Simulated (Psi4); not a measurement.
# Cl2 (chlorine): r2SCAN/def2-TZVP (density fitting, sweep point 7)

Aim: energy and forces of Cl2 (chlorine). 

The results are computed with Psi4 1.11.

3 further runs of the same task are left out: 1 that didn't finish, 2 set aside as unsound or not needed.

## Step 1: The molecule

The species is Cl2 (2 atoms), meant as a singlet with charge 0. SMILES: `ClCl`. The shape is that of a GFN2-xTB optimisation.

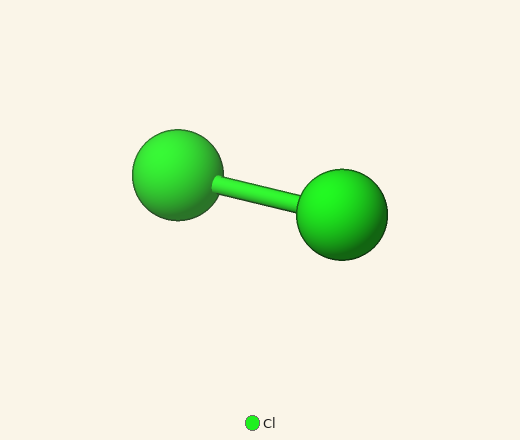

Viewed from a chosen angle; chlorine green.

## Step 2: Energy and gradient at r2SCAN/def2-TZVP (density fitting, sweep point 7)

File cl2.py:

```python
import psi4

psi4.set_memory(1600000000)
psi4.set_num_threads(1)
psi4.core.set_output_file('output.dat', False)

m = psi4.geometry("""
0 1
Cl     0.859850    -0.286310     0.440860
Cl    -0.859850     0.286310    -0.440860
symmetry c1
""")

psi4.set_options({
    'basis': 'def2-TZVP',
    'scf_type': 'df',
    'damping_percentage': 30,
})

result = psi4.gradient('r2scan', molecule=m)
print('gradient / Eh bohr^-1')
print(result.np.round(6))
```

Command:

```sh
$ python cl2.py
```

**Question.** What will come out? Wanted: total energy; dipole moment; HOMO energy; LUMO energy; HOMO–LUMO gap; largest force on an atom.

Answer, from the run:

At r2SCAN/def2-TZVP (density fitting, sweep point 7):

| quantity | value |
| --- | --- |
| total energy | -920.32805 Eh |
| dipole moment | 0.00 D |
| HOMO energy | -7.63 eV |
| LUMO energy | -4.29 eV |
| HOMO–LUMO gap | 3.33 eV |
| largest force on an atom | 0.321 eV/Å |

What this shows: The largest force is 0.32 eV/Å: the shape isn't a stationary point for this species at this level.
